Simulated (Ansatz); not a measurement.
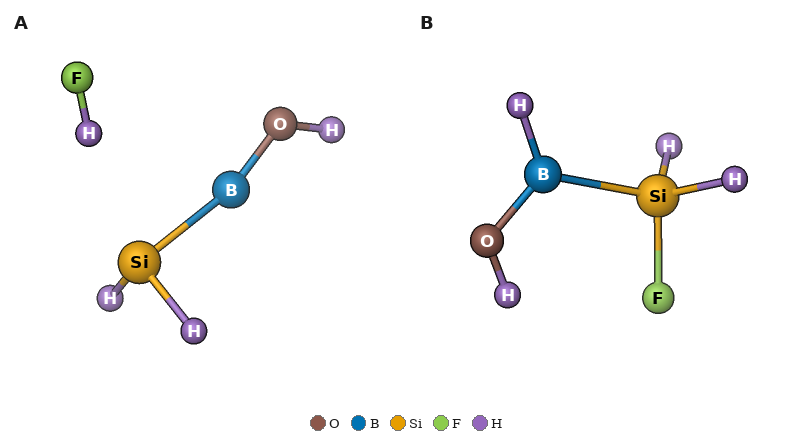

2 stationary structures of one formula. Geometries: PBE0-D4/def2-TZVP. Electronic energies: PBE0-D4/def2-TZVPP (Ansatz 0.2.0), without zero-point energy. No frequency run is at hand to confirm each as a minimum. Each is one conformer, not always the lowest.

> Rank them by energy, lowest first.

B is lowest (Cs); A lies 313.8 kJ/mol above it (Cs).
